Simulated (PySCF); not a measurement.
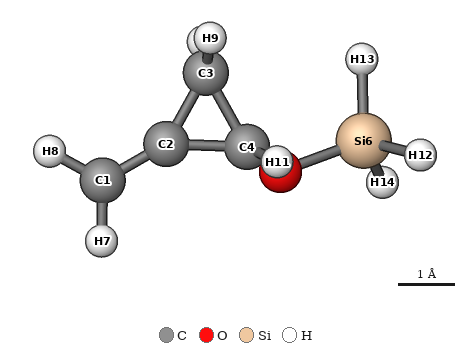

Figure 1. The structure (ball-and-stick view, seen at a tilt; atoms are numbered from 1 in the order of the input).

# NMR shielding calculation, with input and output: C$_{4}$H$_{8}$OSi

- system: C$_{4}$H$_{8}$OSi
- method: GIAO PBE0/def2-SVP NMR shielding, non-relativistic, gas phase (PySCF 2.14.0)

The geometry comes from this level: PBE0-D3(BJ)/def2-SVP. Figures and captions count atoms from 1; the log counts them from 0 in places.

Output:
```
coarse grid: 12016 points
cycle   1  E = -521.0886714918  dE =  7.188e-01  |g| = 6.195e-01  |ddm| = 3.839e+00
cycle   2  E = -520.9821857505  dE =  1.065e-01  |g| = 9.682e-01  |ddm| = 1.616e+00
cycle   3  E = -521.1654487664  dE = -1.833e-01  |g| = 9.237e-02  |ddm| = 1.085e+00
cycle   4  E = -521.1670848252  dE = -1.636e-03  |g| = 3.660e-02  |ddm| = 1.410e-01
cycle   5  E = -521.1674262146  dE = -3.414e-04  |g| = 6.165e-03  |ddm| = 4.990e-02
cycle   6  E = -521.1674342856  dE = -8.071e-06  |g| = 2.454e-03  |ddm| = 1.008e-02
final grid: 110944 points
cycle   7  E = -521.2427613858  dE = -1.534e-05  |g| = 7.511e-03  |ddm| = 2.781e-02
cycle   8  E = -521.2427465442  dE =  1.484e-05  |g| = 1.146e-02  |ddm| = 1.708e-02
cycle   9  E = -521.2427731607  dE = -2.662e-05  |g| = 8.865e-04  |ddm| = 1.103e-02
cycle  10  E = -521.2427733654  dE = -2.047e-07  |g| = 1.127e-04  |ddm| = 1.128e-03
cycle  11  E = -521.2427733668  dE = -1.424e-09  |g| = 8.712e-05  |ddm| = 2.225e-04
cycle  12  E = -521.2427733686  dE = -1.811e-09  |g| = 1.892e-05  |ddm| = 8.901e-05
cycle  13  E = -521.2427733687  dE = -9.800e-11  |g| = 3.204e-06  |ddm| = 2.703e-05
```

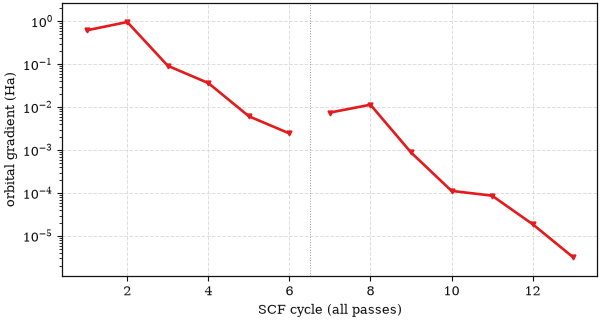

Figure 2. Convergence of the self-consistent field: orbital gradient against the SCF cycle. The dotted line marks the change from a coarse to the final integration grid. The first 6 cycles use a coarse grid, the final grid takes over at cycle 7, and the field converges after 13 cycles in all.

```
converged SCF energy = -521.2427733687

GIAO shielding tensors (ppm)
atom      isotropic    diamagn.    paramagn.     s11        s22        s33       span
  0 C       84.944     255.871    -170.927    -12.767     87.287    180.312    193.079
  1 C       58.856     254.915    -196.059    -28.698      7.577    197.689    226.388
  2 C      181.433     256.135     -74.702    153.094    172.584    218.621     65.527
  3 C      146.081     248.992    -102.912    105.022    123.271    209.949    104.927
  4 O      315.057     392.584     -77.527    268.470    328.629    348.072     79.602
  5 Si     445.476     879.435    -433.959    406.580    410.476    519.372    112.792
  6 H       25.420      31.759      -6.339     22.927     23.825     29.508      6.581
  7 H       25.689      30.161      -4.472     23.365     24.136     29.565      6.200
  8 H       30.259      30.300      -0.041     25.748     26.196     38.832     13.085
  9 H       30.296      32.541      -2.245     26.376     27.571     36.941     10.565
 10 H       27.890      30.183      -2.294     22.620     26.815     34.235     11.615
 11 H       26.505      28.258      -1.754     23.608     24.701     31.204      7.597
 12 H       26.542      29.321      -2.780     23.091     25.501     31.033      7.942
 13 H       26.674      28.618      -1.944     23.409     24.818     31.795      8.387
```

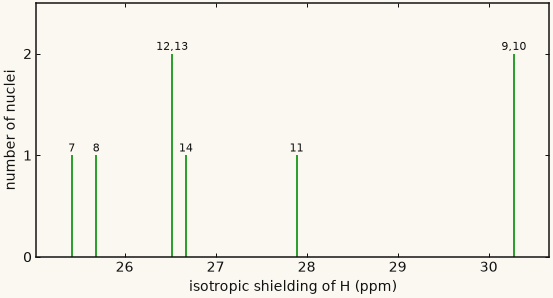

Figure 3. Isotropic shieldings of the hydrogen nuclei in this fixed geometry, labelled by atom number; shielding grows to the right, so chemical shift grows to the left. The least shielded is H7 (25.4 ppm), the most shielded H10 (30.3 ppm).

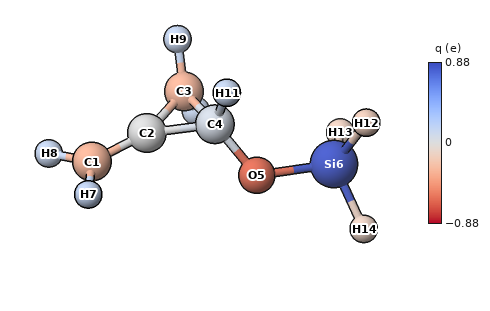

Figure 4. IAO charges, as the colour of each atom (ball-and-stick view, seen at a tilt; atoms are numbered from 1 in the order of the input). By element: C −0.32 to +0.06, O −0.61, Si +0.83 and H −0.15 to +0.16 e.

This output came from the following input.

Input:
```
{"job": {"kind": "nmr", "xc": "PBE0", "basis": "def2-SVP", "pop": true}, "charge": 0, "multiplicity": 1}
C      2.244691     0.746325     0.141831
C      1.148255     0.066503     0.432984
C      0.453980    -1.224458     0.514247
C     -0.258540     0.092298     0.820554
O     -1.195203     0.605484    -0.063763
Si    -2.773890     0.056077    -0.097227
H      2.256922     1.839063     0.186419
H      3.166074     0.238819    -0.158973
H      0.659208    -1.914959     1.340736
H      0.202150    -1.712637    -0.434749
H     -0.483903     0.282939     1.881340
H     -3.411649     0.215321     1.247231
H     -2.831576    -1.387708    -0.482784
H     -3.479523     0.888190    -1.106986
```

The first line tells a small driver script what to run in PySCF; the rest is the geometry in Å.

Command:
```bash
OMP_NUM_THREADS=1 python <driver script> task.json out
```

Results in brief:

| quantity | value |
| --- | --- |
| outcome | converged |
| total energy | −521.242773 hartree |
| HOMO | −7.53 eV |
| LUMO | −0.16 eV |
| dipole moment | 1.03 D |
| isotropic shielding, C | 58.9 to 181.4 ppm |
| isotropic shielding, O | 315.1 ppm |
| isotropic shielding, Si | 445.5 ppm |
| isotropic shielding, H | 25.4 to 30.3 ppm |
| hardware | 1 CPU thread, shared host |
| wall time | 21 s |
| peak memory | 0.66 GiB |
